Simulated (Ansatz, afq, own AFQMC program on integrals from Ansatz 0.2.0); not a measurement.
# AlH₄ (doublet): quantum Monte Carlo beside coupled cluster at scale of all distances = 1.513, 6-31G, part 2 of 2

Ansatz 0.2.0, Gaussian basis, and an in-house AFQMC program (afq) on its integrals; all values are calculated; 6-31G, frozen cores.

### Step 14. Phaseless AFQMC, CISD trial on UHF

It reads the integrals that the CCSD(T) run on this determinant wrote.

Launch:

```
> afq ham --method phaseless --trial cisd --walkers 4000 --populations 20 --least-time 60 --time-step 0.005 --steps-per-block 50 --equilibration-blocks 40 --max-blocks 4000 --target-error 0.00032 --factor-cut 1e-05 --start spin_pure --seed 1337 --release-times 0.24,0.51,0.99,1.62,2.4 --release-step 0.03 --release-every 3 --taylor-order 6
```

What it wrote:

```text
orbitals 16  electrons 4 3  factors 88 of 266
reference energy -243.95641320 Eh
CCSD correlation -0.09903973 Eh in 17 cycles, weight of the determinant in the CISD state 0.7827
energy of the start -244.047852 Eh
 block  time / (1/Eh)  mean weight  energy / Eh
     1     0.250  1.0000  -244.048789
     2     0.500  1.0000  -244.049687
     3     0.750  1.0001  -244.050555
     4     1.000  1.0000  -244.051389
     5     1.250  1.0000  -244.052109
     6     1.500  1.0001  -244.052739
     7     1.750  1.0000  -244.053172
     8     2.000  1.0000  -244.053923
     9     2.250  0.9999  -244.054462
    10     2.500  1.0000  -244.054572
    11     2.750  1.0000  -244.054668
    13     3.250  1.0001  -244.055443
    15     3.750  1.0000  -244.055930
    17     4.250  0.9999  -244.055942
    19     4.750  1.0000  -244.056239
    21     5.250  1.0001  -244.056185
    23     5.750  0.9999  -244.056336
    25     6.250  0.9999  -244.056087
    27     6.750  1.0001  -244.055936
    29     7.250  0.9999  -244.056068
    31     7.750  1.0000  -244.056061
    33     8.250  1.0001  -244.056495
    35     8.750  0.9998  -244.056413
    37     9.250  1.0001  -244.057028
    39     9.750  0.9999  -244.056601
    41    10.250  0.9997  -244.056573
    43    10.750  1.0001  -244.056955
    45    11.250  1.0000  -244.056781
    47    11.750  1.0000  -244.057113
    49    12.250  0.9997  -244.057547
    51    12.750  1.0001  -244.057091
    53    13.250  0.9999  -244.056590
    55    13.750  0.9998  -244.056675
    57    14.250  1.0000  -244.056779
    59    14.750  0.9999  -244.056730
    61    15.250  0.9998  -244.056513
    63    15.750  0.9999  -244.056694
    65    16.250  0.9999  -244.058360
    67    16.750  1.0001  -244.057297
    69    17.250  0.9999  -244.056968
    71    17.750  1.0000  -244.056724
    73    18.250  1.0000  -244.057098
    75    18.750  1.0000  -244.056754
    77    19.250  1.0000  -244.056702
    79    19.750  0.9997  -244.056912
    81    20.250  1.0000  -244.056988
    83    20.750  1.0002  -244.056814
    85    21.250  0.9997  -244.056957
    87    21.750  0.9999  -244.056687
    89    22.250  1.0001  -244.056836
error from the spread of 20 populations
released: time / (1/Eh)  energy / Eh  error  mean overlap
  0.24  -244.056950  0.000089  1.0005
  0.51  -244.057113  0.000077  1.0006
  0.99  -244.057252  0.000082  1.0005
  1.62  -244.057443  0.000062  1.0013
  2.40  -244.057464  0.000066  1.0054
energy -244.056884 +/- 0.000100 Eh
```

It took 33 s on 1 × NVIDIA H100 80GB HBM3 with 2 threads of AMD EPYC 7R13 (Zen 3), shared host; peak host memory 1.5 GiB.

Energy -6641.1261 ± 0.0027 eV. Caveats: constraint bias not in the error.

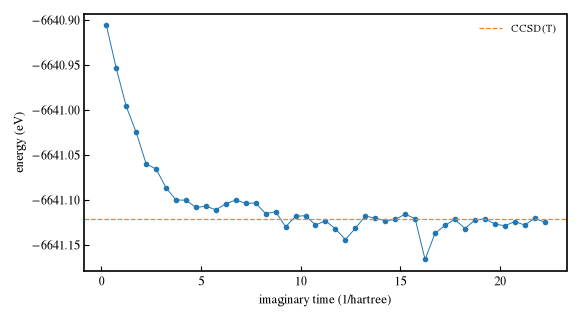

Block energies along the walk.

### Step 15. Free-projection AFQMC, first-order trial on UHF (settings varied)

It reads the integrals that the CCSD(T) run on this determinant wrote.

Launch:

```
> afq ham --method free --trial mp1 --walkers 100 --time-step 0.02 --max-blocks 120 --target-error 0.00128 --factor-cut 1e-05 --seed 1665 --times 0.0,0.2,0.4,0.8,1.2 --taylor-order 4
```

What it wrote:

```text
orbitals 16  electrons 4 3  factors 88 of 266
reference energy -243.95641320 Eh
CCSD correlation -0.09903973 Eh in 17 cycles, weight of the determinant in the CISD state 0.7827
repeat  energy at the last time / Eh  error
    10  -244.057522  0.000772
    20  -244.056898  0.000599
    30  -244.057001  0.000437
time / (1/Eh)  energy / Eh  error  mean overlap
  0.00  -244.056249  0.000460  1.0809
  0.20  -244.056466  0.000423  1.0813
  0.40  -244.056582  0.000397  1.0796
  0.80  -244.056634  0.000427  1.0827
  1.20  -244.057010  0.000423  1.0785
energy -244.057010 +/- 0.000423 Eh
```

Run time: 2.7 s. Hardware: 1 × NVIDIA H100 80GB HBM3 with 2 threads of AMD EPYC 7R13 (Zen 3), shared host; peak host memory 1.5 GiB.

Energy -6641.1296 ± 0.0115 eV. Caveats: remainder of the start not in the error; start is not spin pure.

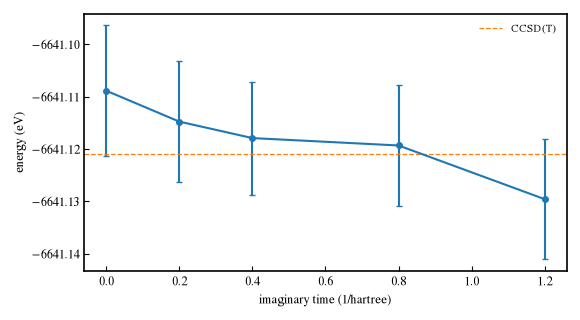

Energy against projection time, with error bars.

### Step 16. Free-projection AFQMC, CID trial on UHF (settings varied)

It reads the integrals that the CCSD(T) run on this determinant wrote.

Launch:

```
> afq ham --method free --trial cid --walkers 20 --time-step 0.01 --max-blocks 30 --target-error 0.00128 --factor-cut 1e-06 --seed 5664 --times 0.0,0.2,0.4,0.8,1.2 --taylor-order 6
```

What it wrote:

```text
orbitals 16  electrons 4 3  factors 101 of 266
reference energy -243.95641320 Eh
CCSD correlation -0.09903972 Eh in 17 cycles, weight of the determinant in the CISD state 0.7827
repeat  energy at the last time / Eh  error
    10  -244.059205  0.001412
    20  -244.058600  0.000902
    30  -244.058802  0.000711
time / (1/Eh)  energy / Eh  error  mean overlap
  0.00  -244.055950  0.000448  1.1957
  0.20  -244.056657  0.000617  1.1949
  0.40  -244.057392  0.000636  1.1973
  0.80  -244.057937  0.000709  1.2248
  1.20  -244.058802  0.000711  1.2571
energy -244.058802 +/- 0.000711 Eh
```

It took 6.3 s on 1 × NVIDIA H100 80GB HBM3 with 2 threads of AMD EPYC 7R13 (Zen 3), shared host; peak host memory 1.5 GiB.

Energy -6641.1783 ± 0.0194 eV. Caveats: remainder of the start not in the error; start is not spin pure.

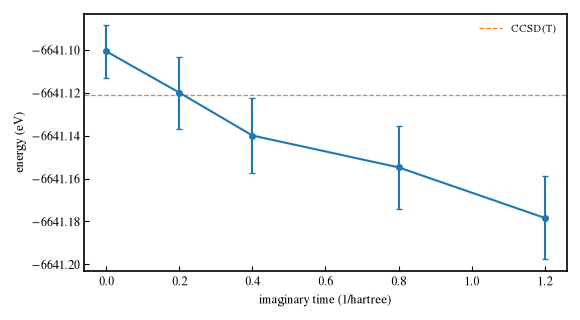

Energy against projection time, with error bars.

### Step 17. CCSD(T) on ROHF

in.yaml reads:

```yaml
crystal:
  periodic: [false, false, false]
  atoms:
    - {symbol: Al, position_ang: [-0.090578, 0.000222, -0.200878]}
    - {symbol: H, position_ang: [0.678917, 0.002726, 3.004473]}
    - {symbol: H, position_ang: [-0.479720, -0.013475, 2.960016]}
    - {symbol: H, position_ang: [1.109485, 2.092947, -0.285650]}
    - {symbol: H, position_ang: [1.116007, -2.088136, -0.301526]}
basis:
  gaussian: {orbitals: 6-31G}
magnetization: {spin_polarized: false, initial_magnetization: 1}
correlation: {method: ccsd_t, electrons: outside_noble_gas, hamiltonian_folder: ham}
```

Launch:

```
> ansatz run in.yaml --threads 1 --pin off --events-out ev --progress --plain --max-ram 16896MiB --backend cuda --devices 0, --max-vram 18GiB
```

What it wrote, cut to the lines that bear on the results:

```text
Functional definition: HF
  name "HF"
  cite "Fock, Z. Phys. 61, 126 (1930) doi:10.1007/BF01340294"
  parent pbe
[...]
266 factors; integrals over basis functions are off by at most 8.5e-4 eV
[...]
mean field -6637.92298446 eV, -243.9391703332 hartree, gradient 2.2e-6 eV, S^2 0.750000; 8 other end points of the search recorded, 0 dependent functions left out
[...]
determinant -6637.92298446 eV, -243.9391703332 hartree, with singles and doubles -6640.99392215 eV, -244.0520252116 hartree
determinant -6637.92194589 eV, -243.9391321663 hartree, with singles and doubles -6640.99370668 eV, -244.0520172935 hartree
determinant -6637.68200834 eV, -243.9303146239 hartree, with singles and doubles -6641.04574752 eV, -244.0539297588 hartree
determinant -6637.68079074 eV, -243.9302698781 hartree, with singles and doubles -6641.04620407 eV, -244.0539465369 hartree
[...]
determinant -6637.92298446 eV, -243.9391703332 hartree, with singles and doubles -6641.03132930 eV, -244.0533998990 hartree
determinant -6637.92194589 eV, -243.9391321663 hartree, with singles and doubles -6641.03124614 eV, -244.0533968429 hartree
determinant -6637.68200834 eV, -243.9303146239 hartree, with singles and doubles -6641.04731535 eV, -244.0539873757 hartree
determinant -6637.68079074 eV, -243.9302698781 hartree, with singles and doubles -6641.04822640 eV, -244.0540208559 hartree
5 core orbitals not correlated: weight in the atoms' cores, before any rotation towards them, 1.000 or more for the frozen orbitals, at most 0.000 for the correlated occupied ones
reference -6637.68200834 eV, -243.9303146239 hartree; 4, 3 occupied and 12, 13 virtual orbitals, 266 factors
second order -1.90966016 eV of doubles, -0.12574294 eV of singles
cycle   1  -3.36530724 eV  change   -2.2e-7 eV  update   3.1e-6
perturbative correction -0.07456504 eV, -0.0027402148 hartree
Total energy: -6641.12188062 eV, -244.0567275986 hartree
```

Run time: 12 s. Hardware: 1 × NVIDIA H100 80GB HBM3 with 1 thread of AMD EPYC 7R13 (Zen 3), shared host; peak host memory 1.5 GiB.

From the report: correlation -3.4399 eV; T1 0.052; largest double amplitude 0.14.

This run also writes the integrals to the folder ham.

### Step 18. Full CI

in.yaml reads:

```yaml
hamiltonian:
  integrals:
    folder: ../ham
correlation: {method: fci}
```

Same command.

What it wrote:

```text
Functional definition: HF
  name "HF"
  cite "Fock, Z. Phys. 61, 126 (1930) doi:10.1007/BF01340294"
  parent pbe
  exchange = exact_x
  correlation = 0
reference -6637.68200834 eV, -243.9303146239 hartree; 4, 3 occupied and 12, 13 virtual orbitals, 266 factors
state -6641.16058592 eV, -244.0581499924 hartree
Total energy: -6641.16058592 eV, -244.0581499924 hartree
```

Wall time 7 s (1 × NVIDIA H100 80GB HBM3 with 1 thread of AMD EPYC 7R13 (Zen 3), shared host); peak host memory 1.5 GiB.

From the report: 1,019,200 determinants.

### Step 19. CCSDT(Q) on ROHF

in.yaml reads:

```yaml
crystal:
  periodic: [false, false, false]
  atoms:
    - {symbol: Al, position_ang: [-0.090578, 0.000222, -0.200878]}
    - {symbol: H, position_ang: [0.678917, 0.002726, 3.004473]}
    - {symbol: H, position_ang: [-0.479720, -0.013475, 2.960016]}
    - {symbol: H, position_ang: [1.109485, 2.092947, -0.285650]}
    - {symbol: H, position_ang: [1.116007, -2.088136, -0.301526]}
basis:
  gaussian: {orbitals: 6-31G}
magnetization: {spin_polarized: false, initial_magnetization: 1}
correlation: {method: ccsdt_q, electrons: outside_noble_gas}
```

Launched as before.

What it wrote, cut to the lines that bear on the results:

```text
Functional definition: HF
  name "HF"
  cite "Fock, Z. Phys. 61, 126 (1930) doi:10.1007/BF01340294"
  parent pbe
[...]
442 factors; integrals over basis functions are off by at most 1.7e-7 eV
[...]
mean field -6637.92303799 eV, -243.9391723001 hartree, gradient 2.5e-6 eV, S^2 0.750000; 8 other end points of the search recorded, 0 dependent functions left out
[...]
determinant -6637.92303799 eV, -243.9391723001 hartree, with singles and doubles -6640.99397495 eV, -244.0520271519 hartree
determinant -6637.92199971 eV, -243.9391341443 hartree, with singles and doubles -6640.99375878 eV, -244.0520192078 hartree
determinant -6637.68204523 eV, -243.9303159796 hartree, with singles and doubles -6641.04579109 eV, -244.0539313600 hartree
determinant -6637.68082913 eV, -243.9302712890 hartree, with singles and doubles -6641.04624688 eV, -244.0539481102 hartree
[...]
determinant -6637.92199971 eV, -243.9391341443 hartree, with singles and doubles -6641.03128996 eV, -244.0533984532 hartree
determinant -6637.68204523 eV, -243.9303159796 hartree, with singles and doubles -6641.04735705 eV, -244.0539889079 hartree
determinant -6637.68082913 eV, -243.9302712890 hartree, with singles and doubles -6641.04826773 eV, -244.0540223750 hartree
5 core orbitals not correlated: weight in the atoms' cores, before any rotation towards them, 1.000 or more for the frozen orbitals, at most 0.000 for the correlated occupied ones
reference -6637.68204523 eV, -243.9303159796 hartree; 4, 3 occupied and 12, 13 virtual orbitals, 442 factors
second order -1.90971589 eV of doubles, -0.12574888 eV of singles
cycle   1  -2.75547196 eV  change   -7.1e-1 eV  update   1.2e-1
[...]
cycle  19  -3.47655068 eV  change    5.2e-7 eV  update   7.5e-7
perturbative correction -0.00124920 eV, -0.0000459071 hartree
Total energy: -6641.15984510 eV, -244.0581227677 hartree
```

Run time: 17 s. Hardware: 1 × NVIDIA H100 80GB HBM3 with 1 thread of AMD EPYC 7R13 (Zen 3), shared host; peak host memory 1.5 GiB.

From the report: correlation -3.4778 eV; T1 0.052; largest double amplitude 0.16.

### Step 20. CCSDTQ on ROHF

Changes to in.yaml since step 19:

```diff
@@ -11,2 +11,2 @@
 magnetization: {spin_polarized: false, initial_magnetization: 1}
-correlation: {method: ccsdt_q, electrons: outside_noble_gas}
+correlation: {method: ccsdtq, electrons: outside_noble_gas}
```

The command is unchanged.

What it wrote, cut to the lines that bear on the results:

```text
Functional definition: HF
  name "HF"
  cite "Fock, Z. Phys. 61, 126 (1930) doi:10.1007/BF01340294"
  parent pbe
[...]
442 factors; integrals over basis functions are off by at most 1.7e-7 eV
[...]
mean field -6637.92303799 eV, -243.9391723001 hartree, gradient 2.5e-6 eV, S^2 0.750000; 8 other end points of the search recorded, 0 dependent functions left out
[...]
determinant -6637.92303799 eV, -243.9391723001 hartree, with singles and doubles -6640.99397495 eV, -244.0520271519 hartree
determinant -6637.92199971 eV, -243.9391341443 hartree, with singles and doubles -6640.99375878 eV, -244.0520192078 hartree
determinant -6637.68204523 eV, -243.9303159796 hartree, with singles and doubles -6641.04579109 eV, -244.0539313600 hartree
determinant -6637.68082913 eV, -243.9302712890 hartree, with singles and doubles -6641.04624688 eV, -244.0539481102 hartree
[...]
determinant -6637.92303799 eV, -243.9391723001 hartree, with singles and doubles -6641.03137275 eV, -244.0534014959 hartree
determinant -6637.92199971 eV, -243.9391341443 hartree, with singles and doubles -6641.03128996 eV, -244.0533984532 hartree
determinant -6637.68204523 eV, -243.9303159796 hartree, with singles and doubles -6641.04735705 eV, -244.0539889079 hartree
determinant -6637.68082913 eV, -243.9302712890 hartree, with singles and doubles -6641.04826773 eV, -244.0540223750 hartree
5 core orbitals not correlated: weight in the atoms' cores, before any rotation towards them, 1.000 or more for the frozen orbitals, at most 0.000 for the correlated occupied ones
reference -6637.68204523 eV, -243.9303159796 hartree; 4, 3 occupied and 12, 13 virtual orbitals, 442 factors
second order -1.90971589 eV of doubles, -0.12574888 eV of singles
cycle   1  -2.75547236 eV  change   -7.1e-1 eV  update   1.2e-1
[...]
cycle  20  -3.47852481 eV  change   -6.9e-8 eV  update   5.4e-7
Total energy: -6641.16057004 eV, -244.0581494086 hartree
```

Run time: 25 s. Hardware: 1 × NVIDIA H100 80GB HBM3 with 1 thread of AMD EPYC 7R13 (Zen 3), shared host; peak host memory 1.5 GiB.

From the report: correlation -3.4785 eV; T1 0.052; largest double amplitude 0.16.

### Step 21. Phaseless AFQMC, CISD trial on ROHF

It reads the integrals that the CCSD(T) run on this determinant wrote.

Launch:

```
> afq ham --method phaseless --trial cisd --walkers 4000 --populations 20 --least-time 60 --time-step 0.005 --steps-per-block 50 --equilibration-blocks 40 --max-blocks 4000 --target-error 0.00032 --factor-cut 1e-05 --start spin_pure --seed 1337 --release-times 0.24,0.51,0.99,1.62,2.4 --release-step 0.03 --release-every 3 --taylor-order 6
```

What it wrote:

```text
orbitals 16  electrons 4 3  factors 88 of 266
reference energy -243.93031462 Eh
CCSD correlation -0.12367280 Eh in 16 cycles, weight of the determinant in the CISD state 0.8113
energy of the start -244.053981 Eh
 block  time / (1/Eh)  mean weight  energy / Eh
     1     0.250  0.9999  -244.052391
     2     0.500  0.9999  -244.051784
     3     0.750  1.0000  -244.051725
     4     1.000  1.0000  -244.051829
     5     1.250  1.0000  -244.052058
     6     1.500  1.0001  -244.052387
     7     1.750  1.0000  -244.052667
     8     2.000  1.0000  -244.053272
     9     2.250  0.9999  -244.053629
    10     2.500  1.0000  -244.054112
    11     2.750  1.0000  -244.054074
    13     3.250  1.0000  -244.054501
    15     3.750  1.0000  -244.055002
    17     4.250  0.9999  -244.056630
    19     4.750  1.0000  -244.056265
    21     5.250  1.0001  -244.055966
    23     5.750  1.0000  -244.056284
    25     6.250  1.0000  -244.055856
    27     6.750  1.0000  -244.055792
    29     7.250  1.0000  -244.055317
    31     7.750  1.0000  -244.055866
    33     8.250  1.0001  -244.055834
    35     8.750  0.9999  -244.056140
    37     9.250  1.0001  -244.056384
    39     9.750  1.0000  -244.056468
    41    10.250  0.9998  -244.056650
    43    10.750  1.0002  -244.057000
    45    11.250  1.0000  -244.056862
    47    11.750  0.9998  -244.057280
    49    12.250  1.0000  -244.057235
    51    12.750  1.0001  -244.057256
    53    13.250  1.0000  -244.055302
    55    13.750  1.0001  -244.055790
    57    14.250  0.9999  -244.056406
    59    14.750  1.0000  -244.056849
    61    15.250  0.9999  -244.056246
    63    15.750  1.0000  -244.056366
    65    16.250  1.0000  -244.056757
    67    16.750  1.0000  -244.056471
    69    17.250  1.0001  -244.056441
    71    17.750  1.0000  -244.056078
    73    18.250  0.9999  -244.056083
    75    18.750  1.0000  -244.056420
    77    19.250  1.0000  -244.056174
    79    19.750  0.9999  -244.056000
    81    20.250  0.9999  -244.055824
    83    20.750  1.0001  -244.056064
    85    21.250  0.9998  -244.056220
    87    21.750  0.9996  -244.055092
    89    22.250  1.0000  -244.055524
error from the spread of 20 populations
released: time / (1/Eh)  energy / Eh  error  mean overlap
  0.24  -244.056578  0.000114  0.9998
  0.51  -244.056625  0.000107  1.0008
  0.99  -244.056970  0.000094  0.9988
  1.62  -244.057282  0.000076  0.9991
  2.40  -244.057381  0.000086  1.0032
energy -244.056372 +/- 0.000112 Eh
```

It took 36 s on 1 × NVIDIA H100 80GB HBM3 with 2 threads of AMD EPYC 7R13 (Zen 3), shared host; peak host memory 1.5 GiB.

Energy -6641.1122 ± 0.0031 eV. Caveats: constraint bias not in the error.

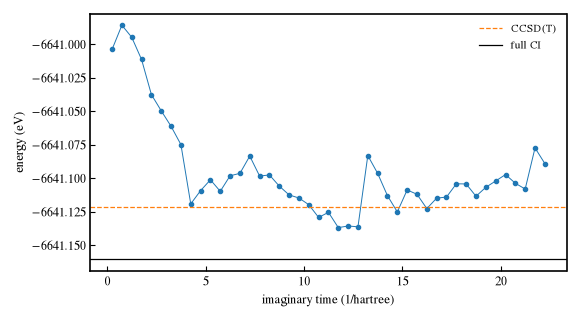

Block energies along the walk.

### Step 22. Free-projection AFQMC, first-order trial on ROHF (settings varied)

It reads the integrals that the CCSD(T) run on this determinant wrote.

Launch:

```
> afq ham --method free --trial mp1 --walkers 100 --time-step 0.02 --max-blocks 120 --target-error 0.00128 --factor-cut 1e-05 --seed 1665 --times 0.0,0.2,0.4,0.8,1.2 --taylor-order 4
```

What it wrote:

```text
orbitals 16  electrons 4 3  factors 88 of 266
reference energy -243.93031462 Eh
CCSD correlation -0.12367280 Eh in 16 cycles, weight of the determinant in the CISD state 0.8113
repeat  energy at the last time / Eh  error
    10  -244.054859  0.000870
    20  -244.055779  0.000679
    30  -244.055955  0.000600
time / (1/Eh)  energy / Eh  error  mean overlap
  0.00  -244.054895  0.000542  1.1071
  0.20  -244.054959  0.000554  1.1102
  0.40  -244.055354  0.000607  1.1094
  0.80  -244.055635  0.000619  1.1105
  1.20  -244.055966  0.000579  1.1103
energy -244.055966 +/- 0.000579 Eh
```

Run time: 2.7 s. Hardware: 1 × NVIDIA H100 80GB HBM3 with 2 threads of AMD EPYC 7R13 (Zen 3), shared host; peak host memory 1.5 GiB.

Energy -6641.1011 ± 0.0158 eV. Caveats: remainder of the start not in the error.

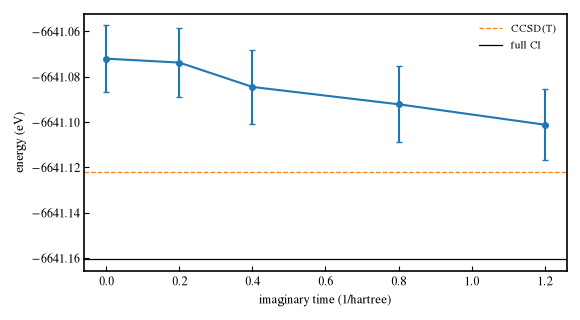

Energy against projection time, with error bars.

### Step 23. Free-projection AFQMC, CID trial on ROHF (settings varied)

It reads the integrals that the CCSD(T) run on this determinant wrote.

Launch:

```
> afq ham --method free --trial cid --walkers 20 --time-step 0.01 --max-blocks 30 --target-error 0.00128 --factor-cut 1e-06 --seed 5664 --times 0.0,0.2,0.4,0.8,1.2 --taylor-order 6
```

What it wrote:

```text
orbitals 16  electrons 4 3  factors 101 of 266
reference energy -243.93031462 Eh
CCSD correlation -0.12367281 Eh in 16 cycles, weight of the determinant in the CISD state 0.8113
repeat  energy at the last time / Eh  error
    10  -244.056553  0.000417
    20  -244.056586  0.000399
    30  -244.057117  0.000494
time / (1/Eh)  energy / Eh  error  mean overlap
  0.00  -244.053909  0.000374  1.1840
  0.20  -244.054694  0.000347  1.1705
  0.40  -244.055320  0.000373  1.1638
  0.80  -244.056564  0.000434  1.1647
  1.20  -244.057117  0.000494  1.1670
energy -244.057117 +/- 0.000494 Eh
```

It took 6.1 s on 1 × NVIDIA H100 80GB HBM3 with 2 threads of AMD EPYC 7R13 (Zen 3), shared host; peak host memory 1.5 GiB.

Energy -6641.1325 ± 0.0134 eV. Caveats: remainder of the start not in the error.

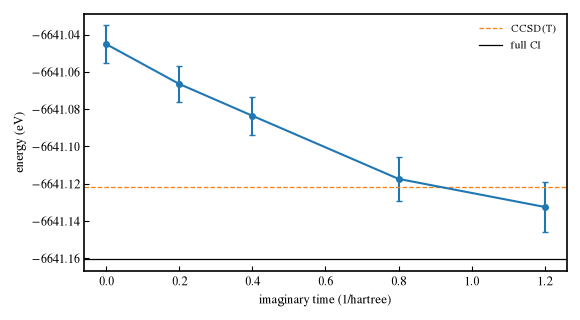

Energy against projection time, with error bars.

### Step 24. AFQMC on the ladder

The full CI on restricted orbitals is not used as the yardstick for these unrestricted rows.

On the UHF determinant, counted from CCSDTQ (a yardstick, not exact):

| level | energy (eV) | from CCSDTQ (kJ/mol) | statistical error (kJ/mol) | time |
| --- | --- | --- | --- | --- |
| HF | -6638.3922 | +267.1 |  |  |
| MP2 | -6639.7721 | +134.0 |  |  |
| CCSD | -6641.0872 | +7.1 |  |  |
| CCSD(T) | -6641.1209 | +3.8 |  |  |
| CCSDT(Q) | -6641.1598 | +0.1 |  |  |
| CCSDTQ | -6641.1607 | 0.0 |  |  |
| Phaseless AFQMC, CISD trial, step 0.005, 4000 walkers | -6641.1261 | +3.3 | 0.3 | 33 s |
| Free-projection AFQMC, first-order trial, step 0.02, 100 walkers | -6641.1296 | +3.0 | 1.1 | 2.7 s |
| Free-projection AFQMC, CID trial, step 0.01, 20 walkers | -6641.1783 | -1.7 | 1.9 | 6.3 s |

On the ROHF determinant, counted from full CI (exact for this spin and basis):

| level | energy (eV) | from full CI (kJ/mol) | statistical error (kJ/mol) | time |
| --- | --- | --- | --- | --- |
| HF | -6637.6820 | +335.6 |  |  |
| MP2 | -6639.7174 | +139.2 |  |  |
| CCSD | -6641.0473 | +10.9 |  |  |
| CCSD(T) | -6641.1219 | +3.7 |  |  |
| CCSDT(Q) | -6641.1598 | +0.1 |  |  |
| CCSDTQ | -6641.1606 | 0.0 |  |  |
| full CI | -6641.1606 | 0.0 |  |  |
| Phaseless AFQMC, CISD trial, step 0.005, 4000 walkers | -6641.1122 | +4.7 | 0.3 | 36 s |
| Free-projection AFQMC, first-order trial, step 0.02, 100 walkers | -6641.1011 | +5.7 | 1.5 | 2.7 s |
| Free-projection AFQMC, CID trial, step 0.01, 20 walkers | -6641.1325 | +2.7 | 1.3 | 6.1 s |

The functionals' totals stand on their own zeros and serve differences with other points: PBE -6650.786 eV; r2SCAN -6653.664 eV; PBE0 -6651.162 eV; B3LYP -6655.507 eV; wB97M-V -6653.298 eV; B2PLYP -6650.537 eV.

### Step 25. What came out

What follows sums up all 2 parts.

| quantity | value |
| --- | --- |
| CCSD(T) on UHF from CCSDTQ | +3.8 kJ/mol |
| Phaseless AFQMC, CISD trial on UHF from CCSDTQ | +3.3 ± 0.3 kJ/mol |
| CCSD(T) on ROHF from full CI | +3.7 kJ/mol |
| Phaseless AFQMC, CISD trial on ROHF from full CI | +4.7 ± 0.3 kJ/mol |

What this shows: On UHF the phaseless walk with the CISD trial lies +3.3 kJ/mol from CCSDTQ, 13 times its error bar. On ROHF the phaseless walk with the CISD trial lies +4.7 kJ/mol from full CI, 16 times its error bar: mostly the bias of the constraint. Error bars are statistical and leave out the constraint, the time step and what remains of the start.
